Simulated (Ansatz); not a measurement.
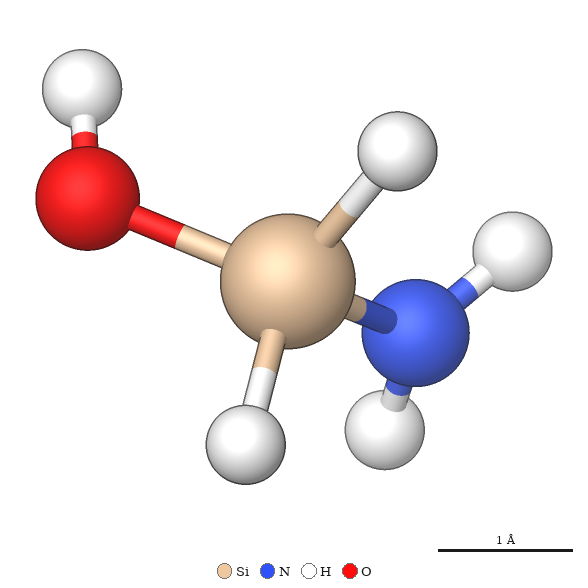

The picture shows a molecular structure as a ball-and-stick model.

**What is the molecular formula?**

H5NOSi, 8 atoms: 5 hydrogen, 1 nitrogen, 1 oxygen and 1 silicon.

**How many atoms are distinct by symmetry?**

8: 1 Si, 1 N, 1 H, 1 H, 1 O, 1 H, 1 H, 1 H.

**Count the bonded pairs by element.**

2 N–H, 2 Si–H, 1 N–Si, 1 O–Si, 1 O–H. Sticks follow a distance rule.

More results for the same structure follow; atom numbers are the same in all pictures, views and colours differ. Computed geometry: PBE0-D4/def2-TZVP optimisation.

Shape

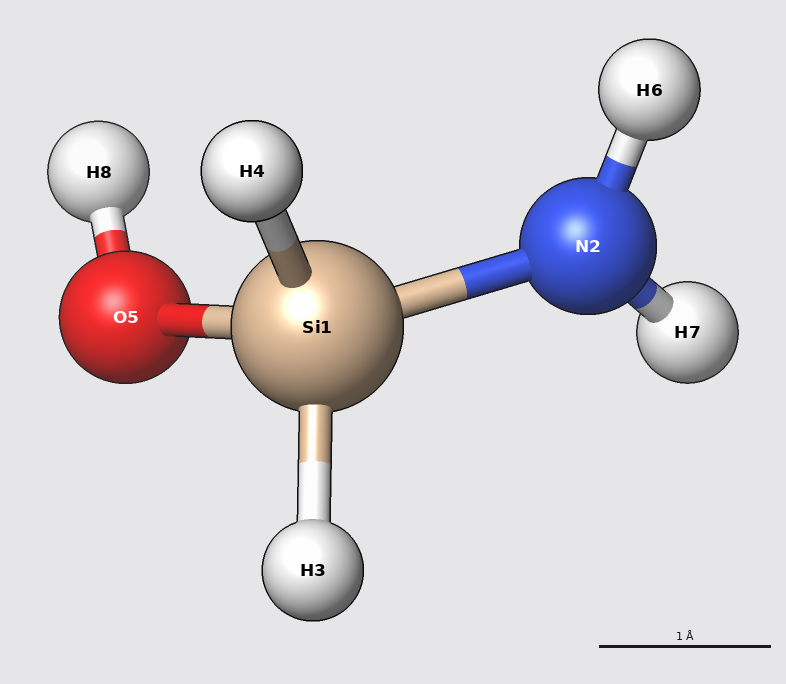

The atoms are numbered.

**How are the neighbours of atom 2 arranged?**

N2 has 3 neighbours (Si1 at 1.71, H6 at 1.00, H7 at 1.01 Å); the arrangement is trigonal planar.

**Describe the coordination of atom 5.**

O5 has 2 neighbours (Si1 at 1.65, H8 at 0.96 Å); the arrangement is bent.

**How are the neighbours of atom 1 arranged?**

Si1 has 4 neighbours (N2 at 1.71, H3 at 1.48, H4 at 1.49, O5 at 1.65 Å); the arrangement is tetrahedral.

Electronic properties

Method: RKS PBE0-D4/def2-TZVP (Ansatz 0.2.0).

**What is the harmonic zero-point energy?**

150.0 kJ/mol.

**Estimate the dispersion correction.**

−9.2 kJ/mol.

**Give the dipole moment at this level.**

2.40 D.

Vibrations

Harmonic vibrations computed with RKS PBE0-D4/def2-TZVP (Ansatz 0.2.0) at a stationary point of the same level.

**List the wavenumbers.**

18 modes: 120, 266, 296, 355, 553, 747, 821, 871, 892, 921, 946, 957, 1580, 2216, 2260, 3627, 3725, 3920 cm⁻¹.

Thermal motion

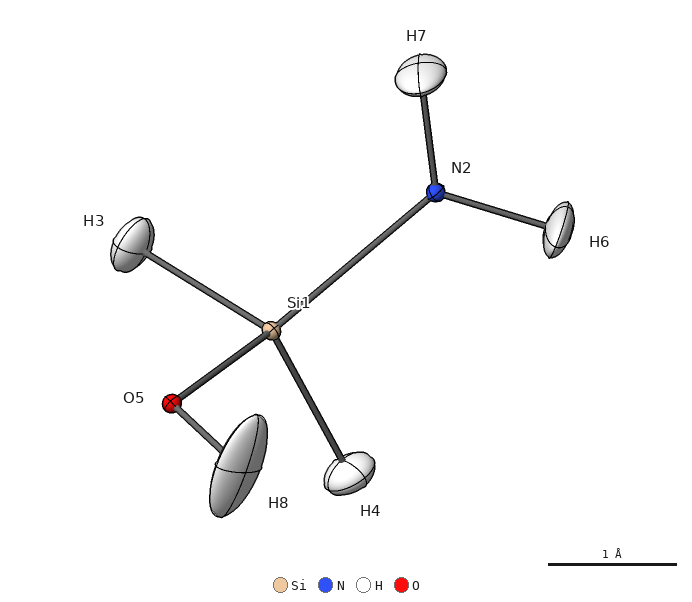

Displacement ellipsoids at the 50 % level, from the internal vibrations of the free molecule (harmonic, no overall translation or rotation; no half-axis is drawn under 0.075 Å). Vibrations computed with RKS PBE0-D4/def2-TZVP (Ansatz 0.2.0). Temperature: 100 K.

List U_eq and the three principal root-mean-square amplitudes for each kind of atom.

```
atom  U_eq (Å²)   rms amplitudes (Å)
 Si1    0.00047  0.016, 0.018, 0.029
  N2     0.0017  0.018, 0.030, 0.062
  H3     0.0164  0.086, 0.133, 0.155
  H4     0.0158  0.087, 0.140, 0.142
  O5    0.00087  0.017, 0.027, 0.040
  H6     0.0451  0.069, 0.128, 0.338
  H7     0.0254  0.068, 0.132, 0.233
  H8     0.0383  0.066, 0.143, 0.300
```
